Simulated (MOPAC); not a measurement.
C₃H₄In (charge +1): geometry relaxation (part 1 of 2)

System: C₃H₄In, charge +1.
Method: PM6-D3H4, closed shell, dispersion D3H4 (MOPAC 23.2.5).

The starting geometry was optimised with PM6-D3H4.

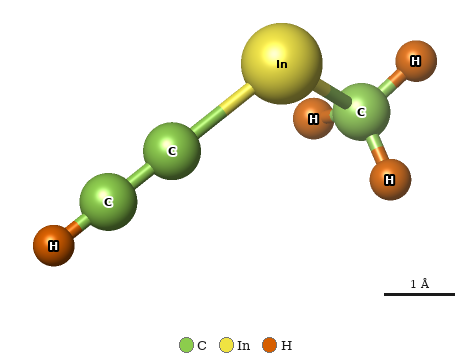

Figure 1. The starting structure (ball-and-stick view, seen at a tilt). Sticks mark near contacts. Bond lengths as drawn: C–C 1.20 Å, C–H 1.03 to 1.10 Å and C–In 2.07 to 2.14 Å.

The input (input.mop):
```
PM6-D3H4 GNORM=0.05 DISP CHARGE=1 CYCLES=300 AUX(PRECISION=9) THREADS=1
C3H4In

C      2.721264 1     0.178677 1     0.499355 1
C      1.617032 1    -0.295353 1     0.538716 1
In    -0.286421 1    -1.112470 1     0.608886 1
C     -1.721589 1     0.081634 1    -0.436296 1
H      3.669705 1     0.586918 1     0.464873 1
H     -1.758127 1     1.058169 1     0.064787 1
H     -1.368057 1     0.183866 1    -1.470997 1
H     -2.690969 1    -0.429093 1    -0.391448 1
```

Launch command:
```bash
mopac input.mop
```

The program's output:
```
MOPAC v23.2.5
PM6-D3H4 CALCULATION RESULTS

 *  PM6-D3H4   - CORRECT DISPERSION AND HYDROGEN BOND TERMS USING THE D3H4 METHOD
 *
 *
 *
 *                 CHARGE ON SYSTEM = +1
 *
 *
 *
 *  THREADS=1  - MULTI-THREADING NOT USED
 *  CYCLES=    - DO A MAXIMUM OF 300 STEPS
 *  GNORM      - EXIT WHEN GRADIENT NORM DROPS BELOW 0.050
 *  AUX        - OUTPUT AUXILIARY INFORMATION
 *  DISP       - PRINT DISPERSION AND HYDROGEN BOND ENERGIES
PM6-D3H4 GNORM=0.05 DISP CHARGE=1 CYCLES=300 AUX(PRECISION=9) THREADS=1
 C3H4In

   ATOM   CHEMICAL          X               Y               Z
  NUMBER   SYMBOL      (ANGSTROMS)     (ANGSTROMS)     (ANGSTROMS)

     1       C          2.72126400  *   0.17867700  *   0.49935500  *
     2       C          1.61703200  *  -0.29535300  *   0.53871600  *
     3      In         -0.28642100  *  -1.11247000  *   0.60888600  *
     4       C         -1.72158900  *   0.08163400  *  -0.43629600  *
     5       H          3.66970500  *   0.58691800  *   0.46487300  *
     6       H         -1.75812700  *   1.05816900  *   0.06478700  *
     7       H         -1.36805700  *   0.18386600  *  -1.47099700  *
     8       H         -2.69096900  *  -0.42909300  *  -0.39144800  *

          CARTESIAN COORDINATES

    NO.       ATOM           X           Y           Z

     1         C          2.7213      0.1787      0.4994
     2         C          1.6170     -0.2954      0.5387
     3        In         -0.2864     -1.1125      0.6089
     4         C         -1.7216      0.0816     -0.4363
     5         H          3.6697      0.5869      0.4649
     6         H         -1.7581      1.0582      0.0648
     7         H         -1.3681      0.1839     -1.4710
     8         H         -2.6910     -0.4291     -0.3914

           Empirical Formula: C3 H4 In  =     8 atoms

      MOLECULAR POINT GROUP   :   Cs

      RHF CALCULATION, NO. OF DOUBLY OCCUPIED LEVELS = 9

          Geometry optimization using EF

          DIAGONAL MATRIX USED AS START HESSIAN
```

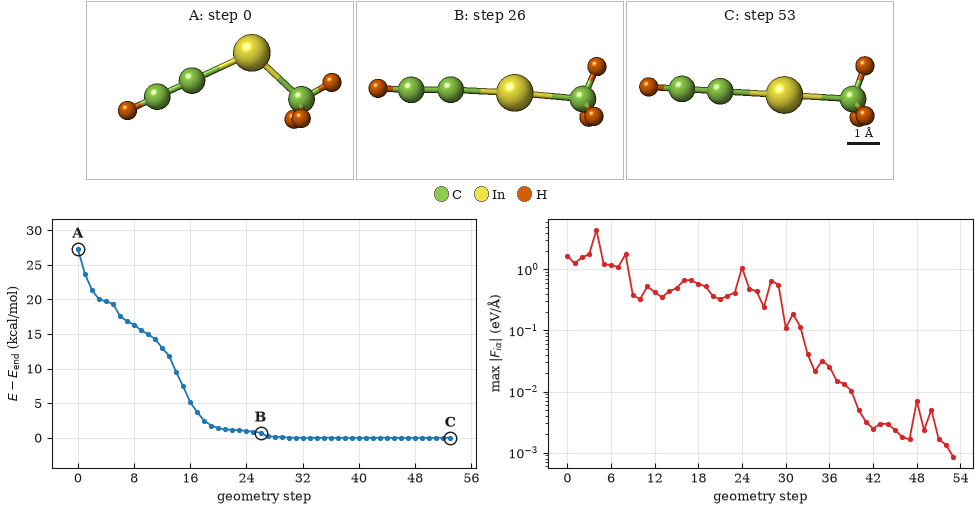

Figure 2. Frames of the relaxation (ball-and-stick view, seen at a tilt) above the curves, on which the letters mark them (steps are counted from 0).

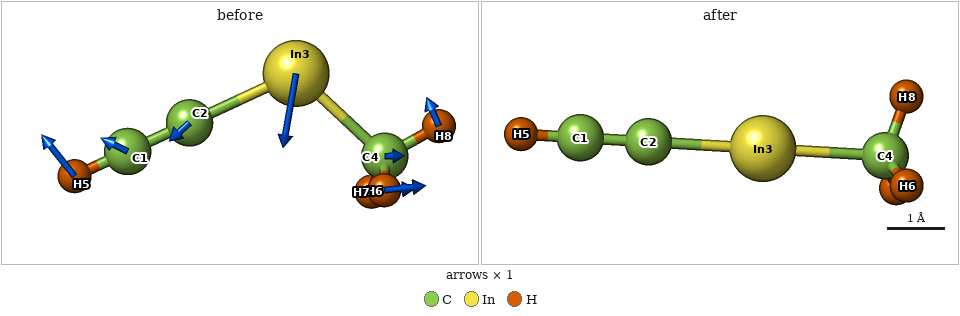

Figure 3. Before (left) and after (right) the relaxation, at one scale (ball-and-stick view, seen at a tilt). The blue arrows give the displacements, at true length. In3 moves most after the best rigid fit: 1.34 Å. Largest moves by element: In 1.34 Å, H 0.95 Å, C 0.54 Å. Among the contacts that change: C2–In3 2.073 → 2.025 Å, In3–C4 2.140 → 2.165 Å, C1–H5 1.033 → 1.049 Å, C4–H6 1.098 → 1.107 Å. Among the angles that change: C2–In3–C4 112.3° → 179.9°. After 53 geometry steps the energy has fallen by 27.3 kcal/mol. Largest force component: 1.7 eV/Å at the start, 0.00086 eV/Å at the end. (Atoms are counted from 1 in the order of the input.)

```
 CYCLE:     1 TIME:   0.008 TIME LEFT:  2.00D  GRAD.:    77.301 HEAT:  307.0118
 CYCLE:     2 TIME:   0.000 TIME LEFT:  2.00D  GRAD.:    60.531 HEAT:  303.3877
 CYCLE:     3 TIME:   0.000 TIME LEFT:  2.00D  GRAD.:    55.559 HEAT:  301.0867
 CYCLE:     4 TIME:   0.000 TIME LEFT:  2.00D  GRAD.:    77.080 HEAT:  299.6932
 CYCLE:     5 TIME:   0.008 TIME LEFT:  2.00D  GRAD.:   164.110 HEAT:  299.4204
 CYCLE:     6 TIME:   0.000 TIME LEFT:  2.00D  GRAD.:    69.369 HEAT:  299.0459
 CYCLE:     7 TIME:   0.000 TIME LEFT:  2.00D  GRAD.:    36.270 HEAT:  297.2874
 CYCLE:     8 TIME:   0.000 TIME LEFT:  2.00D  GRAD.:    39.819 HEAT:  296.5446
 CYCLE:     9 TIME:   0.000 TIME LEFT:  2.00D  GRAD.:    66.666 HEAT:  296.0284
 CYCLE:    10 TIME:   0.008 TIME LEFT:  2.00D  GRAD.:    18.979 HEAT:  295.2355
 CYCLE:    11 TIME:   0.000 TIME LEFT:  2.00D  GRAD.:    16.463 HEAT:  294.6494
 CYCLE:    12 TIME:   0.000 TIME LEFT:  2.00D  GRAD.:    20.377 HEAT:  293.9521
 CYCLE:    13 TIME:   0.000 TIME LEFT:  2.00D  GRAD.:    20.529 HEAT:  292.6699
 CYCLE:    14 TIME:   0.000 TIME LEFT:  2.00D  GRAD.:    19.959 HEAT:  291.5227
 CYCLE:    15 TIME:   0.000 TIME LEFT:  2.00D  GRAD.:    21.607 HEAT:  289.1557
 CYCLE:    16 TIME:   0.008 TIME LEFT:  2.00D  GRAD.:    24.740 HEAT:  287.1010
 CYCLE:    17 TIME:   0.000 TIME LEFT:  2.00D  GRAD.:    34.144 HEAT:  284.8328
 CYCLE:    18 TIME:   0.000 TIME LEFT:  2.00D  GRAD.:    32.729 HEAT:  283.3558
 CYCLE:    19 TIME:   0.000 TIME LEFT:  2.00D  GRAD.:    24.238 HEAT:  282.1427
 CYCLE:    20 TIME:   0.000 TIME LEFT:  2.00D  GRAD.:    27.356 HEAT:  281.4441
 CYCLE:    21 TIME:   0.000 TIME LEFT:  2.00D  GRAD.:    16.820 HEAT:  281.0754
 CYCLE:    22 TIME:   0.008 TIME LEFT:  2.00D  GRAD.:    11.208 HEAT:  280.8945
 CYCLE:    23 TIME:   0.000 TIME LEFT:  2.00D  GRAD.:    11.891 HEAT:  280.8300
 CYCLE:    24 TIME:   0.000 TIME LEFT:  2.00D  GRAD.:    13.775 HEAT:  280.7669
 CYCLE:    25 TIME:   0.000 TIME LEFT:  2.00D  GRAD.:    40.211 HEAT:  280.6874
 CYCLE:    26 TIME:   0.000 TIME LEFT:  2.00D  GRAD.:    17.461 HEAT:  280.5414
 CYCLE:    27 TIME:   0.000 TIME LEFT:  2.00D  GRAD.:    15.473 HEAT:  280.4260
 CYCLE:    28 TIME:   0.000 TIME LEFT:  2.00D  GRAD.:    11.610 HEAT:  279.8782
 CYCLE:    29 TIME:   0.008 TIME LEFT:  2.00D  GRAD.:    21.693 HEAT:  279.8370
 CYCLE:    30 TIME:   0.000 TIME LEFT:  2.00D  GRAD.:    18.230 HEAT:  279.7999
 CYCLE:    31 TIME:   0.000 TIME LEFT:  2.00D  GRAD.:     4.990 HEAT:  279.7163
 CYCLE:    32 TIME:   0.000 TIME LEFT:  2.00D  GRAD.:     5.985 HEAT:  279.6951
 CYCLE:    33 TIME:   0.000 TIME LEFT:  2.00D  GRAD.:     3.826 HEAT:  279.6854
 CYCLE:    34 TIME:   0.000 TIME LEFT:  2.00D  GRAD.:     1.410 HEAT:  279.6833
 CYCLE:    35 TIME:   0.000 TIME LEFT:  2.00D  GRAD.:     0.932 HEAT:  279.6819
 CYCLE:    36 TIME:   0.008 TIME LEFT:  2.00D  GRAD.:     1.263 HEAT:  279.6800
 CYCLE:    37 TIME:   0.000 TIME LEFT:  2.00D  GRAD.:     0.905 HEAT:  279.6788
 CYCLE:    38 TIME:   0.000 TIME LEFT:  2.00D  GRAD.:     0.590 HEAT:  279.6783
 CYCLE:    39 TIME:   0.000 TIME LEFT:  2.00D  GRAD.:     0.538 HEAT:  279.6780
 CYCLE:    40 TIME:   0.000 TIME LEFT:  2.00D  GRAD.:     0.392 HEAT:  279.6777
 CYCLE:    41 TIME:   0.000 TIME LEFT:  2.00D  GRAD.:     0.257 HEAT:  279.6775
 CYCLE:    42 TIME:   0.008 TIME LEFT:  2.00D  GRAD.:     0.142 HEAT:  279.6774
 CYCLE:    43 TIME:   0.000 TIME LEFT:  2.00D  GRAD.:     0.116 HEAT:  279.6774
 CYCLE:    44 TIME:   0.000 TIME LEFT:  2.00D  GRAD.:     0.233 HEAT:  279.6774
 CYCLE:    45 TIME:   0.000 TIME LEFT:  2.00D  GRAD.:     0.137 HEAT:  279.6773
 CYCLE:    46 TIME:   0.000 TIME LEFT:  2.00D  GRAD.:     0.110 HEAT:  279.6773
 CYCLE:    47 TIME:   0.000 TIME LEFT:  2.00D  GRAD.:     0.095 HEAT:  279.6773
 CYCLE:    48 TIME:   0.008 TIME LEFT:  2.00D  GRAD.:     0.095 HEAT:  279.6773
 CYCLE:    49 TIME:   0.000 TIME LEFT:  2.00D  GRAD.:     0.290 HEAT:  279.6773
 CYCLE:    50 TIME:   0.000 TIME LEFT:  2.00D  GRAD.:     0.146 HEAT:  279.6772
 CYCLE:    51 TIME:   0.000 TIME LEFT:  2.00D  GRAD.:     0.177 HEAT:  279.6772
 CYCLE:    52 TIME:   0.000 TIME LEFT:  2.00D  GRAD.:     0.061 HEAT:  279.6771
 CYCLE:    53 TIME:   0.000 TIME LEFT:  2.00D  GRAD.:     0.064 HEAT:  279.6772
 CYCLE:    54 TIME:   0.000 TIME LEFT:  2.00D  GRAD.:     0.031 HEAT:  279.6772

     GRADIENT =  0.03095 IS LESS THAN CUTOFF =  0.05000

 -------------------------------------------------------------------------------
 PM6-D3H4 GNORM=0.05 DISP CHARGE=1 CYCLES=300 AUX(PRECISION=9) THREADS=1
 C3H4In

     GEOMETRY OPTIMISED USING EIGENVECTOR FOLLOWING (EF).
     SCF FIELD WAS ACHIEVED

                              PM6-D3H4 CALCULATION

          FINAL HEAT OF FORMATION =        279.67716 KCAL/MOL =    1170.16924 KJ/MOL

          TOTAL ENERGY            =     -10735.96753 KCAL/MOL = ELECTRONIC ENERGY + CORE-CORE REPULSION
          ENERGY OF ATOMS         =      10999.49036 KCAL/MOL
                              SUM =        263.52283 KCAL/MOL
          DISPERSION ENERGY       =         -0.17491 KCAL/MOL
          H - H CORRECTION ENERGY =          4.32924 KCAL/MOL
                              SUM =        267.67716 KCAL/MOL = FINAL HEAT OF FORMATION

     *    WARNING - An energy term is incorrect or missing!

     *    FINAL HEAT OF FORMATION     =    279.67716 KCAL/MOL
     *    SUM OF CONTRIBUTIONS TO HoF =    267.67716 KCAL/MOL
     *                     DIFFERENCE =     12.00000 KCAL/MOL

          TOTAL ENERGY            =       -465.55562 EV
          ELECTRONIC ENERGY       =      -1264.25891 EV
          CORE-CORE REPULSION     =        798.70330 EV
          COSMO AREA              =        124.83 SQUARE ANGSTROMS
          COSMO VOLUME            =        107.55 CUBIC ANGSTROMS

          GRADIENT NORM           =          0.03095          =       0.01094 PER ATOM
          IONIZATION POTENTIAL    =         16.275701 EV
          HOMO LUMO ENERGIES (EV) =        -16.276 -5.505
          NO. OF FILLED LEVELS    =          9
          MOLECULAR WEIGHT        =        154.8846         POINT GROUP:  C3v

          MOLECULAR DIMENSIONS (Angstroms)

            Atom       Atom       Distance
            H     6    H     5     6.84254
            H     7    H     8     1.83787
            H     5    H     8     1.57216

          SCF CALCULATIONS        =         57

          WALL-CLOCK TIME         =      0.078 SECONDS
          COMPUTATION TIME        =      0.077 SECONDS

   ATOM   CHEMICAL          X               Y               Z
  NUMBER   SYMBOL      (ANGSTROMS)     (ANGSTROMS)     (ANGSTROMS)

     1       C          3.01457999  *  -0.38669729  *   0.91525384  *
     2       C          1.83799803  *  -0.40084994  *   0.65818919  *
     3      In         -0.13990834  *  -0.42627117  *   0.22555328  *
     4       C         -2.25422323  *  -0.45552417  *  -0.23750220  *
     5       H          4.03940305  *  -0.37429932  *   1.13942401  *
     6       H         -2.67642142  *   0.48998319  *   0.15402065  *
     7       H         -2.33487476  *  -0.52536062  *  -1.33939151  *
     8       H         -2.67597994  *  -1.34427750  *   0.27020029  *

                             CARTESIAN COORDINATES

   1    C        3.014579991    -0.386697291     0.915253836
   2    C        1.837998030    -0.400849945     0.658189194
   3   In       -0.139908342    -0.426271165     0.225553279
   4    C       -2.254223226    -0.455524174    -0.237502199
   5    H        4.039403052    -0.374299315     1.139424015
   6    H       -2.676421418     0.489983192     0.154020654
   7    H       -2.334874762    -0.525360618    -1.339391509
   8    H       -2.675979937    -1.344277495     0.270200286

           Empirical Formula: C3 H4 In  =     8 atoms

      MOLECULAR POINT GROUP   :   C3v

                  EIGENVALUES
 -31.03336 -29.39467 -23.61225 -19.56546 -19.07292 -19.07265 -17.68548 -16.27570
 -16.27570  -5.50509  -4.81414  -4.81413  -2.77772  -2.77772  -2.62737   0.65333
   0.65367   1.11782   1.23358   2.37885

              NET ATOMIC CHARGES AND DIPOLE CONTRIBUTIONS

  ATOM NO.   TYPE          CHARGE      No. of ELECS.   s-Pop       p-Pop
    1          C           0.118936        3.8811     1.17482     2.70625
    2          C          -0.404417        4.4044     1.14586     3.25856
    3         In           0.861163        2.1388     1.16918     0.96966
    4          C          -0.385607        4.3856     1.13075     3.25485
    5          H           0.219119        0.7809     0.78088
    6          H           0.196950        0.8030     0.80305
    7          H           0.196928        0.8031     0.80307
    8          H           0.196926        0.8031     0.80307
 DIPOLE           X         Y         Z       TOTAL
 POINT-CHG.    -1.628    -0.025    -0.357     1.666
 HYBRID         1.125     0.016     0.247     1.152
 SUM           -0.502    -0.009    -0.110     0.514

          ATOMIC ORBITAL ELECTRON POPULATIONS

     Atom    s        px        py        pz
    1  C   1.17482   1.01304   0.84254   0.85067
    2  C   1.14586   0.99870   1.13313   1.12673
    3 In   1.16918   0.85199   0.03944   0.07822
    4  C   1.13075   0.86710   1.20188   1.18588
    5  H   0.78088
    6  H   0.80305
    7  H   0.80307
    8  H   0.80307

 *                    *
 * JOB ENDED NORMALLY *
 *                    *

 TOTAL JOB TIME:             0.08 SECONDS

 == MOPAC DONE ==
```

Trajectory as extended XYZ (Å, eV, eV/Å), 26 of the 54 frames kept, from step=0 to step=53:
```
8
Properties=species:S:1:pos:R:3:forces:R:3 step=0 energy=13.31329
C     2.7213    0.1787    0.4994   -0.1884  -0.1600   0.0538
C     1.6170   -0.2954    0.5387   -0.5665  -1.2555   0.6376
In   -0.2864   -1.1125    0.6089    1.6816   1.6050  -0.6000
C    -1.7216    0.0816   -0.4363   -1.4688  -0.3310  -0.1226
H     3.6697    0.5869    0.4649    0.3238   0.2692  -0.0912
H    -1.7581    1.0582    0.0648    0.2243   0.1381   0.3944
H    -1.3681    0.1839   -1.4710    0.3961  -0.2185  -0.1965
H    -2.6910   -0.4291   -0.3914   -0.4020  -0.0473  -0.0755
8
Properties=species:S:1:pos:R:3:forces:R:3 step=2 energy=13.05636
C     2.6991    0.1625    0.4839    0.4914  -0.1178   0.3596
C     1.6104   -0.4041    0.6572    1.5675   0.1370   0.0407
In   -0.2501   -1.0527    0.5748   -0.4860   0.3698  -0.2294
C    -1.7940    0.0526   -0.4441   -0.2771  -0.1330   0.7730
H     3.6684    0.6095    0.4081   -0.6134  -0.1651  -0.0479
H    -1.7559    1.0145    0.1075   -0.1878   0.0562   0.1052
H    -1.3638    0.1399   -1.4257    0.1922  -0.0137  -0.9140
H    -2.7349   -0.4700   -0.3874   -0.6868  -0.1334  -0.0872
8
Properties=species:S:1:pos:R:3:forces:R:3 step=4 energy=12.98410
C     2.6994    0.1352    0.5214    4.4460   2.1113  -0.6367
C     1.6967   -0.4406    0.6957   -4.1901  -2.4418   0.6017
In   -0.2518   -1.0097    0.5484    1.0049   0.2348   0.2333
C    -1.8408    0.0170   -0.4205    0.0247  -0.0286  -0.5119
H     3.6334    0.6088    0.3512   -0.1715  -0.0437   0.1610
H    -1.7679    0.9832    0.1309   -0.4680  -0.0397  -0.1001
H    -1.3695    0.1009   -1.4495   -0.5591  -0.0164   0.2989
H    -2.8006   -0.5155   -0.3923   -0.0869   0.2243  -0.0462
8
Properties=species:S:1:pos:R:3:forces:R:3 step=6 energy=12.89160
C     2.7221    0.1402    0.5272   -0.1822  -0.4665   0.0712
C     1.6696   -0.4708    0.6948    1.1745   0.3898  -0.0347
In   -0.2412   -1.0018    0.5486   -0.1005   0.0521   0.0419
C    -1.8547    0.0133   -0.4229    0.2166  -0.1232  -0.3534
H     3.6355    0.6250    0.3512   -0.0277  -0.0207   0.1680
H    -1.7881    0.9746    0.1162   -0.4243   0.1856   0.0883
H    -1.3907    0.1006   -1.4413   -0.4107  -0.0433   0.0166
H    -2.8113   -0.5075   -0.3966   -0.2456   0.0261   0.0021
8
Properties=species:S:1:pos:R:3:forces:R:3 step=8 energy=12.83701
C     2.7312    0.1213    0.5292    1.6598   0.7230  -0.1210
C     1.7134   -0.4706    0.7003   -1.7731  -1.0079   0.1674
In   -0.2432   -0.9919    0.5453    0.6909   0.2612   0.0500
C    -1.8688    0.0033   -0.4310   -0.1955   0.0323   0.0830
H     3.6293    0.6342    0.3788    0.1857   0.0020   0.0810
H    -1.8276    0.9700    0.1286   -0.3305  -0.0723  -0.1365
H    -1.4261    0.0927   -1.4471   -0.2990  -0.0024  -0.1063
H    -2.8429   -0.5108   -0.3933    0.0617   0.0640  -0.0175
```
